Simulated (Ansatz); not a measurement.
Mo (bcc, W type), conventional cell a = b = c = 3.161 Å, α = β = γ = 90.00°. The calculation uses the primitive cell of 1 atom, to which meshes and values per cell refer.

Equation-of-state scan: isotropic scaling of the cell above, V₀ being its volume. Symmetry pins the atoms to their sites.

Calculation: PBE (plane waves to 420 eV, PAW, scalar-relativistic; Ansatz, a program for electronic structure). k mesh 21×21×21 (Γ-centred), Fermi-Dirac smearing 0.05 eV. The energy includes the smearing's −TS. Mo is run without spin polarisation. Mo was relaxed with its symmetry unable to fall. The PAW data are Ansatz's earlier set. The zero of ΔE is the relaxed starting cell.

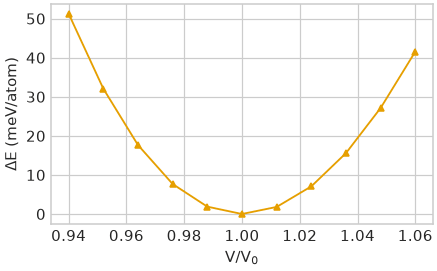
*ΔE (meV/atom) against V/V₀; one marker a computed point.*

Problem. What bulk modulus B₀ follows from a third-order Birch-Murnaghan fit?

Solution. About 260 GPa.

Problem. What is ΔE at V/V₀ = 1.060?

Solution. About 42 meV/atom.

Problem. What is ΔE at V/V₀ = 0.940?

Solution. About 51 meV/atom.

(A scan under strain: stresses follow from slopes of the energy per volume, elastic moduli from its curvatures.)
